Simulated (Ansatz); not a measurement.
# Calculations on C₃H₆OS

Part 1: Relaxation

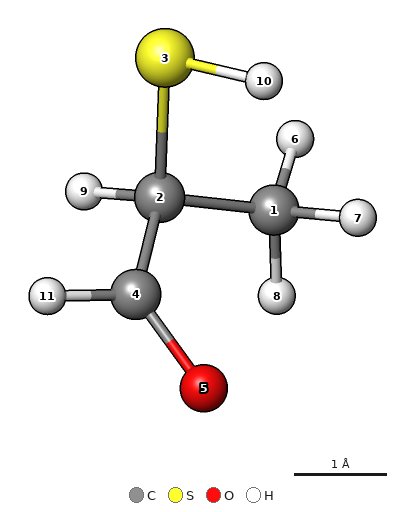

Starting structure of C3H6OS. The picture is a ball-and-stick view, seen from a free direction.

The run prepares an end point of a later path (torsion) calculation, from a guessed geometry.

Theory: RKS PBE/6-31G* in Ansatz.

Input file:
```yaml
crystal:
  periodic: [false, false, false]
  atoms:
    - { symbol: C, position_ang: [-0.2736, 0.7733, 0.867] }
    - { symbol: C, position_ang: [0.1929, -0.4796, 0.2477] }
    - { symbol: S, position_ang: [1.9148, -0.2915, -0.2406] }
    - { symbol: C, position_ang: [-0.5135, -0.8859, -0.9819] }
    - { symbol: O, position_ang: [-1.5103, -0.2621, -1.487] }
    - { symbol: H, position_ang: [0.2447, 1.1114, 1.7493] }
    - { symbol: H, position_ang: [-0.2502, 1.6537, 0.1484] }
    - { symbol: H, position_ang: [-1.3327, 0.7238, 1.1452] }
    - { symbol: H, position_ang: [0.1221, -1.2686, 1.0241] }
    - { symbol: H, position_ang: [1.7717, 0.7328, -1.0531] }
    - { symbol: H, position_ang: [-0.3006, -1.8644, -1.3984] }
basis:
  gaussian: { orbitals: "6-31G*" }
hamiltonian:
  xc: pbe
relax:
  f_tol: 0.015
  max_steps: 40
```

Command:
```bash
ansatz run input.yaml --threads 1 --pin off --max-ram 2048MiB --backend cpu --events-out ev --progress --plain --runs-dir out
```

What does the optimiser find from here?

The atom that moves furthest after the best rigid fit is O5 (0.20 Å). By element the largest moves are O 0.20 Å, H 0.12 Å, C 0.10 Å, S 0.08 Å. Some distances before and after: C4–O5 1.280 → 1.221 Å, C2–S3 1.800 → 1.858 Å, C1–C2 1.473 → 1.523 Å, C2–C4 1.475 → 1.524 Å. Bond angles that change, for instance: S3–C2–H9 109.0° → 102.5°, C2–C1–H6 117.3° → 110.9°, O5–C4–H11 116.2° → 121.9°. Over 8 accepted moves (10 points after the start) the energy falls by 11.2 kcal/mol. Largest force component: 4.5 eV/Å at the start, 0.011 eV/Å at the end. The line search rejected the trial steps at points 3, 8 of the run. Cost: 44 s on 1 thread of Arm Neoverse V1, with other jobs on the host, peak memory 0.17 GiB.

Step by step:

```tsv
step	E − E(0), kcal/mol	largest force component, eV/Å	note
0	0.00	4.5404	
1	-2.56	4.3137	
2	-7.98	2.4364	
3	-7.40	2.9473	rejected
4	-11.07	0.2966	
5	-11.16	0.0840	
6	-11.19	0.0342	
7	-11.20	0.0197	
8	-11.19	0.1026	rejected
9	-11.20	0.0111	
10	-11.20	0.0108
```

Final geometry:

```xyz
11

C    -0.3466    0.8355    0.8997
C     0.1861   -0.4446    0.2698
S     1.9648   -0.3538   -0.2599
C    -0.5705   -0.8804   -0.9798
O    -1.3610   -0.1655   -1.5757
H     0.2705    1.1359    1.7600
H    -0.3594    1.6540    0.1621
H    -1.3858    0.6835    1.2397
H     0.1925   -1.2863    0.9879
H     1.7822    0.6720   -1.1370
H    -0.3075   -1.9073   -1.3460
```

The end point in the same view:

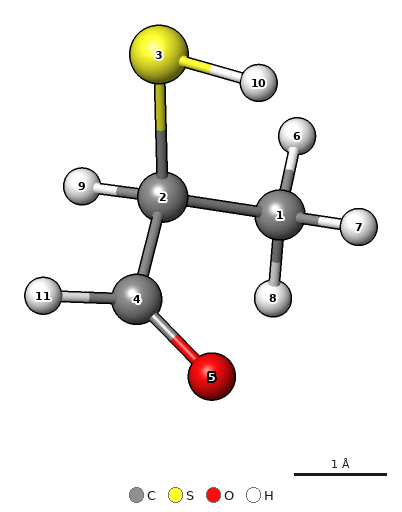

Part 2: Relaxation

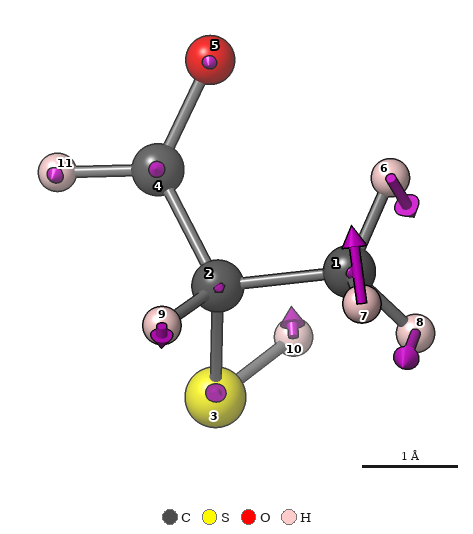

A relaxation of C3H6OS. The starting structure is drawn; purple arrows show the displacements, at their true length. The two geometries are superimposed by the best rigid fit.

The picture is a ball-and-stick view, seen from a free direction.

The run prepares an end point of a later path (torsion) calculation, from a guessed geometry.

All numbers below come from RKS PBE/6-31G* (Ansatz 0.2.0).

Input
```yaml
crystal:
  periodic: [false, false, false]
  atoms:
    - { symbol: C, position_ang: [-0.2736, 0.7733, 0.867] }
    - { symbol: C, position_ang: [0.1929, -0.4796, 0.2477] }
    - { symbol: S, position_ang: [-1.1551, -1.67191, 0.23963] }
    - { symbol: C, position_ang: [1.30372, -1.15947, 0.94041] }
    - { symbol: O, position_ang: [1.89922, -0.70547, 1.97826] }
    - { symbol: H, position_ang: [0.2447, 1.1114, 1.7493] }
    - { symbol: H, position_ang: [-0.2502, 1.6537, 0.1484] }
    - { symbol: H, position_ang: [-1.3327, 0.7238, 1.1452] }
    - { symbol: H, position_ang: [0.46771, -0.23851, -0.79953] }
    - { symbol: H, position_ang: [-1.37598, -1.71864, 1.53533] }
    - { symbol: H, position_ang: [1.77125, -2.00842, 0.45362] }
basis:
  gaussian: { orbitals: "6-31G*" }
hamiltonian:
  xc: pbe
relax:
  f_tol: 0.015
  max_steps: 40
```

Run as
```bash
ansatz run input.yaml --threads 1 --pin off --max-ram 2048MiB --backend cpu --events-out ev --progress --plain --runs-dir out
```

### Atoms of which element are displaced furthest, and by how much?

Hydrogen: up to 0.85 Å, against 0.27 Å for sulfur.

### Describe the change and its energy.

Over 16 accepted moves (18 points after the start) the energy falls by 15.7 kcal/mol. The largest force component goes from 3.4 to 0.0087 eV/Å. The line search rejected the trial steps at points 11, 15 of the run. The largest moves after the best rigid fit, 0.85 Å, are those of H7 and H8. By element the largest moves are H 0.85 Å, S 0.27 Å, C 0.17 Å, O 0.15 Å. Near-neighbour distances that change, for instance: C2–S3 1.800 → 1.859 Å, C4–O5 1.280 → 1.221 Å, C1–C2 1.473 → 1.523 Å, C2–C4 1.475 → 1.524 Å. Bond angles that change, for instance: C2–C1–H6 117.3° → 110.6°, H7–C1–H8 102.4° → 108.9°, S3–C2–H9 109.0° → 102.5°. Groups turn about C1–C2 by about 55°.

Part 3: Path

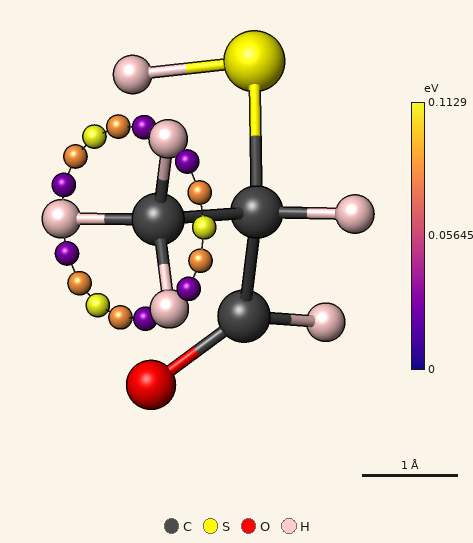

NEB run on C₃H₆OS. Images are numbered from 0 (start) to 6 (end). The start is drawn whole; smaller spheres mark the moving atoms (H) in the later images, joined by lines and coloured by the energy of the image relative to the start. A ball-and-stick model, seen from a free direction.

The calculation used Ansatz, RKS PBE/6-31G*. Settings: 5 movable images; climbing image; force threshold 0.03 eV/Å; iteration limit 60; starting path through a guess of the saddle point.

Describe the path and its energy.

The motion is a rotation about the C–C bond by about 120°. No bond forms or breaks between the ends. The barrier is about 0.113 eV in both directions, with image 3 at the top; the ends have the same energy. The band is converged. At the top, the vibrational analysis gives one imaginary mode (204i cm⁻¹), as a transition state must have.
